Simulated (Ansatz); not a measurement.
# (CdS)3(BeTe)1 [001] superlattice, started as zinc blende: phonons and vibrational spectra, part 2 of 3

Aim: the vibrations of (CdS)3(BeTe)1 [001] superlattice, started as zinc blende, their spectra, and whether the structure is stable.

Ansatz 0.2.0; DFT LDA, scalar-relativistic, plane waves, PAW.

So far. Step 4 (Tight relaxation): The largest force component left is 0.94 meV/Å and the pressure is 0.001 GPa, within the tolerances set. The cell now holds 23.11 Å³/atom. The relaxed cell has a, b, c = 3.944, 4.030, 11.628 Å (conventional setting).

The structure was built from a prototype and need not be the compound's stable phase.

In doubt: the program warns that the response may not be converged on this k-mesh, which bears on the force constants and all frequencies.

**5. Modes at Γ**

The zone centre is the only wavevector solved here; it holds the modes that light can see, as far as symmetry allows. The response to a homogeneous field gives the Born charges and the dielectric tensor, and its change with displacement the Raman tensors.

input.yaml

```yaml
crystal:
  lattice:
    - [2.8497923331, 2.8497923331, 0.0]
    - [-2.7891129016, 2.7891129016, 0.0]
    - [0.0, 0.0, 11.6284694852]
  atoms:
    - { symbol: Be, position: [0.5, 0.5, 0.7276941699] }
    - { symbol: Cd, position: [0.0, 0.0, 0.0035804709] }
    - { symbol: Cd, position: [0.5, 0.5, 0.2590038922] }
    - { symbol: Cd, position: [0.0, 0.0, 0.5140850739] }
    - { symbol: S, position: [0.5, 1.0, 0.1288274428] }
    - { symbol: S, position: [1.0, 0.5, 0.3840259301] }
    - { symbol: S, position: [0.5, 1.0, 0.6411344471] }
    - { symbol: Te, position: [1.0, 0.5, 0.8416485733] }
kpoints:
  mp_grid: { grid: [8, 8, 4] }
hamiltonian:
  xc: lda
scf:
  occupations: { method: fixed }
output:
  eigenvalues: true
phonons:
  method: dfpt
  dielectric: true
  rigid_motions: translations
  raman: true
```

Run with:

```sh
ansatz run input.yaml --threads 8 --pin off --max-ram 14336MiB --backend cpu --events-out ev --progress --plain --runs-dir out
```

Numbers of over 12 decimals in the logs are rounded to 6 here.

The log of the run:

```text
[...]
Crystal: 8 atoms, lattice volume = 184.855 Å³
Basis set: ecut = 420 eV, 3635 PW (Γ), exchange–correlation on 54×54×160 points (8 copies of the dense FFT grid, shifted against one another)
Bands: 58, of which v1, the nominal top of the filled ones, is band 48 counted from 1 (47 counted from 0)
Symmetry: 4 space group operations
k-points: 132 of 256 (irreducible under 1 space group operation, time reversal used)
[...]
SCF iter   1: F=—  HF=-33882.086842 eV  |F-HF|=—  |Δ(HF+E_count)|=         —  Δρ=7.83e-3  dr2=1.18e-1  ethr=1.77e-3  ⟨swp⟩=5.6  Hψ=25982  notcnv=0  defer=1026
[...]
SCF iter  10: F=-33882.049415 eV  HF=-33882.049415 eV  |F-HF|=7.28e-12  |Δ(HF+E_count)|=  7.28e-11  Δρ=1.72e-7  dr2=8.99e-11  ethr=1.00e-12  ⟨swp⟩=14.1  Hψ=54343  notcnv=0
SCF 1 converged in 10 iterations: F = -33882.049415 eV  dr2 = 8.99e-11
[...]
DFPT response loops at Γ: preconditioner auto → Resta (q_TF=auto, 2.446 Å⁻¹)  ε∞=11.0 (no band partly filled); β = 1.00, the filter's whole step (`scf.mixing.beta` (0.50) is not read by the response loops at its default; to damp them type it under 1.00, their step now; it binds the ground state too); Broyden in place of MSR1
── the response to a field inside a basis, on 14×16×6 k-points: an SCF that follows is theirs, and a resumed run solves both again ──
Bands: 49, of which v1, the nominal top of the filled ones, is band 48 counted from 1 (47 counted from 0)
k-points: 168
[...]
Eigensolver: Dense (168 Hₖ)
SCF iter   1: F=—  HF=-33881.825691 eV  |F-HF|=—  |Δ(HF+E_count)|=         —  Δρ=4.90e-4  dr2=1.43e-4  ethr=1.00e-1
[...]
SCF iter   7: F=-33881.825693 eV  HF=-33881.825693 eV  |F-HF|=1.46e-11  |Δ(HF+E_count)|=  4.66e-10  Δρ=2.02e-7  dr2=9.44e-11  ethr=1.00e-12
SCF 1 converged in 7 iterations: F = -33881.825693 eV  dr2 = 9.44e-11
[...]
WARN: field response: ε∞ stands inside a basis, on 14×16×6 points; the force constants stand on the 8×8×4 k-mesh, whose period is 9.01 times the interband length at k = (0.0000, 0.0000, 0.0000), direct gap 0.531 eV, under 14: take them and everything formed from them as unconverged, and compare with a denser kpoints.mp_grid
SCF converged after 10 iterations
Free energy (F): -33882.049415 eV
[...]
Internal energy: -33882.049415 eV  (E = F + TS)
E sigma→0 (E₀):  -33882.049415 eV
Fermi energy:    8.165956 eV
[...]
--- Band table (eV; the first three rows and the last of 132) ---
  k-point 0: bands = [... 44 lower, 6.6732, 7.0864, 7.5229, 8.1323, 8.6631, 10.1208, 10.7659, 11.0025, ... 6 higher]
  k-point 1: bands = [... 44 lower, 6.7317, 6.7615, 7.4347, 8.1001, 8.9740, 10.0848, 10.6449, 10.9906, ... 6 higher]
  k-point 2: bands = [... 44 lower, 6.7479, 6.7883, 7.3133, 8.0663, 9.3329, 9.9633, 10.5226, 10.9638, ... 6 higher]
  k-point 131: bands = [... 44 lower, 4.8988, 4.9262, 5.3408, 5.4119, 10.7551, 11.0618, 11.0733, 11.2647, ... 6 higher]
--- Phonons (Γ-DFPT): 16 representative perturbations + reference, on 132 of 256 k-points (Σ response iterations 62) ---
  k mesh reduced under 1 symmetry operation, with k and −k counted as one. Each operation leaves every solved perturbation unchanged. A smaller set is not considered because the run solves the response to a homogeneous field
  ASR residual: 7.118e-5 → 0.000e0 eV/Å²; symmetrization residual: 5.089e-6 eV/Å²
  ASR residual per site (eV/Å²): 4.68e-6 2.38e-5 2.07e-5 1.14e-5 6.69e-5 7.12e-5 4.36e-5 6.83e-5
  Γ frequencies (cm⁻¹): 0.00 0.00 0.00 43.03 43.71 48.32 49.07 75.64 100.41 102.99 121.74 158.85 172.65 252.34 253.96 257.01 270.42 270.99 282.39 283.94 300.14 307.29 458.51 487.02
  ε∞ (high-frequency dielectric tensor):
        7.240924    -0.331589     0.000000
       -0.331589     7.240924     0.000000
        0.000000     0.000000     7.077416
  ε⁰ (static dielectric tensor: ions relaxed, cell fixed):
       11.063765    -1.321942     0.000000
       -1.321942    11.063765     0.000000
        0.000000     0.000000     9.724170
  ε⁰ − ε∞ (ionic part):
        3.822841    -0.990353     0.000000
       -0.990353     3.822841     0.000000
        0.000000     0.000000     2.646754
  softest optical mode at Γ: 43.03 cm⁻¹; the repairs (sum rule, projections) moved no ω² at Γ by more than (2.07 cm⁻¹)²
  Born effective charges Z* (e; rows j = field, columns β = displacement):
    site 0:
         1.95008   -0.13795    0.00000
        -0.13795    1.95008   -0.00000
         0.00000    0.00000    1.20829
    site 1:
         1.98837    0.02335    0.00000
         0.02335    1.98837    0.00000
         0.00000   -0.00000    2.12885
    site 2:
         2.08736    0.01099    0.00000
         0.01099    2.08736   -0.00000
         0.00000    0.00000    2.31569
    site 3:
         2.04309    0.02011    0.00000
         0.02011    2.04309   -0.00000
         0.00000   -0.00000    2.38084
    site 4:
        -2.15541    0.00905   -0.00000
         0.00905   -2.15541   -0.00000
         0.00000   -0.00000   -2.27056
    site 5:
        -2.08516   -0.03960   -0.00000
        -0.03960   -2.08516   -0.00000
        -0.00000   -0.00000   -2.33753
    site 6:
        -2.34365    0.29685    0.00000
         0.29685   -2.34365   -0.00000
        -0.00000   -0.00000   -1.80968
    site 7:
        -1.48468   -0.18279    0.00000
        -0.18279   -1.48468   -0.00000
        -0.00000   -0.00000   -1.61589
  Z* charge neutrality: 1.876e-2 e pre-enforcement
  solved inside a basis spanned on kpoints, on 14×16×6 k-points transformed towards the longest dipole: ε∞ is read to err by 3.8e-2, Z* by 3.1e-2 e (field_mesh: kpoints solves on kpoints); Z* is corrected for what the basis lacks
  Raman tensors (in the event stream and the table raman_tensors.tsv): an entry may err by 5.0e0 Å², one of the second-order susceptibility by 1.4e1 pm/V (basis, points and sum rule); their sum over the sites missed zero by 1.155e-2 Å² ahead of its enforcement
  optical modes at Γ without the LO–TO term, one row a degenerate level:
      ω (cm⁻¹)  modes    IR ((D/Å)²/amu)  static Raman (Å⁴/amu)  depolarisation
         43.03      1             0.0344                 8.1960           0.750
         43.71      1             0.0003                 0.0702           0.750
         48.32      1             0.0012                 0.0672           0.750
         49.07      1             0.0256                 2.4379           0.750
         75.64      1             0.1694                33.3241           0.750
        100.41      1             0.0675                11.9013           0.079
        102.99      1             0.5301               188.4557           0.750
        121.74      1             0.1037                71.2348           0.195
        158.85      1             0.4726               165.5922           0.750
        172.65      1             1.1599               551.7065           0.145
        252.34      1            10.3236                 5.6794           0.750
        253.96      1            10.4674                 4.6023           0.750
        257.01      1             4.0597               739.8980           0.100
        270.42      1             0.6746                 0.9903           0.750
        270.99      1             0.1058                37.1078           0.750
        282.39      1             7.7701               467.7225           0.113
        283.94      1             0.2912                60.1224           0.750
        300.14      1            13.3236                 5.2874           0.750
        307.29      1             0.0010               838.9614           0.115
        458.51      1            10.0602               179.3371           0.750
        487.02      1             4.2402              4851.6832           0.065
  optical modes at Γ + LO–TO along q̂ = [1.0000, 0.0000, 0.0000]:
      ω (cm⁻¹)  modes    IR ((D/Å)²/amu)  static Raman (Å⁴/amu)  depolarisation
         43.23      1             0.0210                 9.5620           0.750
         43.72      1             0.0002                 0.0729           0.750
         48.32      1             0.0011                 0.0471           0.750
         49.21      1             0.0172                 3.5711           0.750
         76.21      1             0.1409                28.8458           0.750
        100.41      1             0.0675                11.9013           0.079
        104.36      1             0.3339               236.8508           0.750
        121.74      1             0.1037                71.2348           0.195
        159.58      1             0.2965               130.4480           0.750
        172.65      1             1.1599               551.7065           0.145
        253.12      1            10.1878                 6.9473           0.750
        257.01      1             4.0597               739.8980           0.100
        268.10      1             1.7989                37.9414           0.750
        270.92      1             0.1380                31.7013           0.750
        274.23      1             2.2057                51.3610           0.750
        282.39      1             7.7701               467.7225           0.113
        284.30      1             0.6363                71.1918           0.750
        307.29      1             0.0010               838.9614           0.115
        326.29      1            19.0602               219.0504           0.750
[...]
optical modes at Γ + LO–TO along q̂ = [0.0000, 1.0000, 0.0000]:
      ω (cm⁻¹)  modes    IR ((D/Å)²/amu)  static Raman (Å⁴/amu)  depolarisation
[...]
optical modes at Γ + LO–TO along q̂ = [0.0000, 0.0000, 1.0000]:
      ω (cm⁻¹)  modes    IR ((D/Å)²/amu)  static Raman (Å⁴/amu)  depolarisation
[...]
176.35      1             0.5330               419.3785           0.181
        252.34      1            10.3236                 5.6794           0.750
        253.96      1            10.4674                 4.6023           0.750
        262.85      1             0.7395              1320.6762           0.087
        270.42      1             0.6746                 0.9903           0.750
        270.99      1             0.1058                37.1078           0.750
        283.94      1             0.2912                60.1224           0.750
        300.14      1            13.3236                 5.2874           0.750
        307.26      1             0.1429               819.8431           0.125
        309.40      1            10.4218                66.1358           0.030
        458.51      1            10.0602               179.3371           0.750
        495.05      1             5.4850              6990.1164           0.055
```

The job ended after 15 min (8 threads of Intel Xeon 6975P-C (Granite Rapids), shared host; peak memory 5.8 GiB).

Reading the cycles: dr2 is the Hartree energy of the density residual (eV), the measure of convergence; HF is the Harris–Foulkes estimate of the energy, which meets the free energy F at convergence.

This step gave:

| Item | Value |
| --- | --- |
| sum-rule residual before enforcement | 7.12e-5 eV/Å² |
| miss of the charge sum rule | 0.01876 e |
| estimated error of the dielectric tensor | 0.03814 |
| estimated error of the Born charges | 0.03066 e |
| point group | mm2 |
| highest optical mode at the zone centre (no LO-TO term) | 487.0 cm⁻¹ |
| lowest optical zone-centre mode | 43.03 cm⁻¹ |
| mean high-frequency dielectric constant | 7.186 |
| largest Born charge (third of the trace) | -2.194 e |
| mean static dielectric constant | 10.62 |
| top of the zone-centre spectrum with the field | 495.1 cm⁻¹ |

Without the LO-TO term. Patterns of degenerate modes are one choice out of their space. The modes at Γ (shares of kinetic energy by element, %):

```csv
mode,frequency (cm⁻¹),symmetry,Be %,Cd %,S %,Te %
1,0.0,acoustic,2,59,17,22
2,0.0,acoustic,2,59,17,22
3,0.0,acoustic,2,59,17,22
4,43.0,B1,0,70,8,22
5,43.7,B2,1,69,13,16
6,48.3,B2,0,83,14,3
7,49.1,B1,0,85,15,1
8,75.6,B2,2,43,3,52
9,100.4,A1,0,64,7,29
10,103.0,B1,22,19,57,2
11,121.7,A1,1,74,14,11
12,158.8,B1,3,34,10,53
13,172.7,A1,1,68,2,30
14,252.3,B1,2,19,80,0
15,254.0,B2,0,19,80,0
16,257.0,A1,3,13,78,6
17,270.4,B1,4,14,82,0
18,271.0,B2,1,14,85,0
19,282.4,A1,2,13,84,0
20,283.9,B2,0,12,87,1
21,300.1,B1,68,0,32,0
22,307.3,A1,0,8,92,0
23,458.5,B2,93,0,2,5
24,487.0,A1,92,0,7,1
```

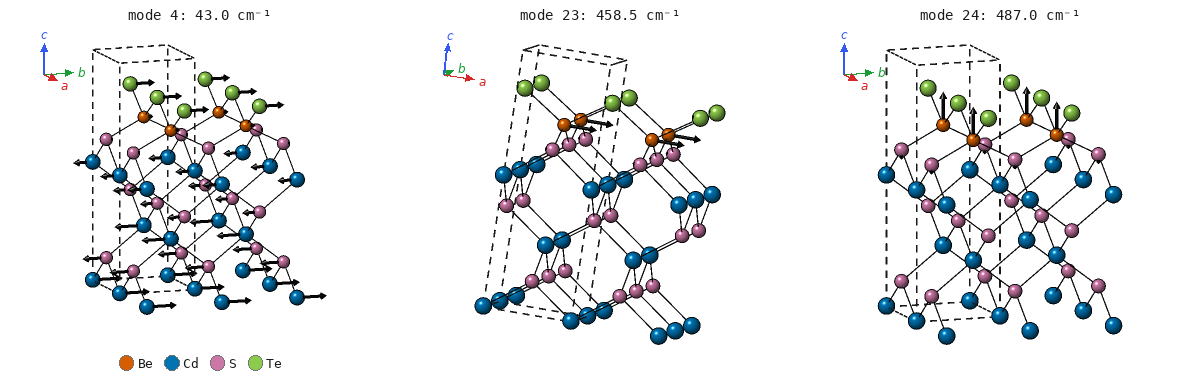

Displacement patterns of modes 4, 23 and 24 at Γ; arrows are exaggerated. 2×2×1 cells are drawn. Some periodic images of atoms are drawn too.

Optical modes at the zone centre, without and with the macroscopic field of the longitudinal modes; each column is sorted by frequency, so a row need not hold one and the same mode. Modes with and without the field, by row:

| rank among optical modes | no field (cm⁻¹) | q along (1, 0, 0) (cm⁻¹) | q along (0, 0, 1) (cm⁻¹) |
| --- | --- | --- | --- |
| 1 | 43 | 43.2 | 43 |
| 2 | 43.7 | 43.7 | 43.7 |
| 3 | 48.3 | 48.3 | 48.3 |
| 4 | 49.1 | 49.2 | 49.1 |
| 5 | 75.6 | 76.2 | 75.6 |
| 6 | 100.4 | 100.4 | 100.8 |
| 7 | 103 | 104.4 | 103 |
| 8 | 121.7 | 121.7 | 122.2 |
| 9 | 158.8 | 159.6 | 158.8 |
| 10 | 172.7 | 172.7 | 176.3 |
| 11 | 252.3 | 253.1 | 252.3 |
| 12 | 254 | 257 | 254 |
| 13 | 257 | 268.1 | 262.9 |
| 14 | 270.4 | 270.9 | 270.4 |
| 15 | 271 | 274.2 | 271 |
| 16 | 282.4 | 282.4 | 283.9 |
| 17 | 283.9 | 284.3 | 300.1 |
| 18 | 300.1 | 307.3 | 307.3 |
| 19 | 307.3 | 326.3 | 309.4 |
| 20 | 458.5 | 469.3 | 458.5 |
| 21 | 487 | 487 | 495.1 |

Born charge (rows field, columns displacement) (e), principal values of the symmetric part by kind of site:

| atom | atoms with these values | low | middle | high | mean |
| --- | --- | --- | --- | --- | --- |
| Be1 | 1 | 1.21 | 1.81 | 2.09 | 1.70 |
| Cd2 | 1 | 1.96 | 2.01 | 2.13 | 2.04 |
| Cd3 | 1 | 2.08 | 2.10 | 2.32 | 2.16 |
| Cd4 | 1 | 2.02 | 2.06 | 2.38 | 2.16 |
| S5 | 1 | -2.27 | -2.16 | -2.15 | -2.19 |
| S6 | 1 | -2.34 | -2.12 | -2.05 | -2.17 |
| S7 | 1 | -2.64 | -2.05 | -1.81 | -2.17 |
| Te8 | 1 | -1.67 | -1.62 | -1.30 | -1.53 |

In full for Be1:

```
 1.95 -0.14  0.00
-0.14  1.95  0.00
 0.00  0.00  1.21
```

High-frequency dielectric tensor:

```
 7.24 -0.33  0.00
-0.33  7.24  0.00
 0.00  0.00  7.08
```

Static dielectric tensor (ions relaxed, fixed cell):

```
11.06 -1.32  0.00
-1.32 11.06  0.00
 0.00  0.00  9.72
```

Transverse modes. Lines of the infrared spectrum (strongest = 100):

```
position (cm⁻¹)  relative intensity
             43                 0.3
             44                 0.0
             48                 0.0
             49                 0.2
             76                 1.3
            100                 0.5
            103                 4.0
            122                 0.8
            159                 3.5
            173                 8.7
            252                  77
            254                  79
            257                  30
            270                 5.1
            271                 0.8
            282                  58
            284                 2.2
            300                 100
            307                 0.0
            458                  76
            487                  32
```

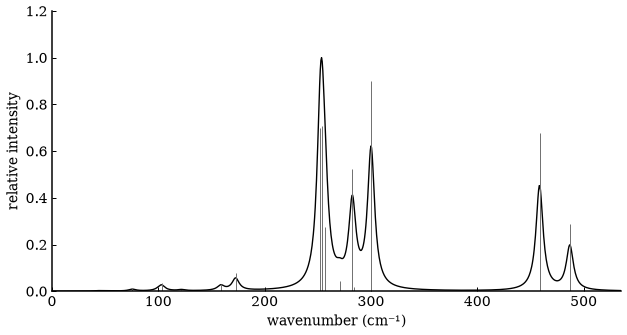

The infrared spectrum, broadened with Lorentzians of width 8 cm⁻¹; bars mark the lines.

(Part 2 of 3 ends here.)

[Logs are printed without paths, hosts, clocks, repeated set-up lines and the standing remarks that a program may print on its own settings, such as how far it seeks lower states.]

[Hosts, paths, dates, database ids (printed as entryN), source tags and the programs' standing remarks are cut or masked in the printed files.]
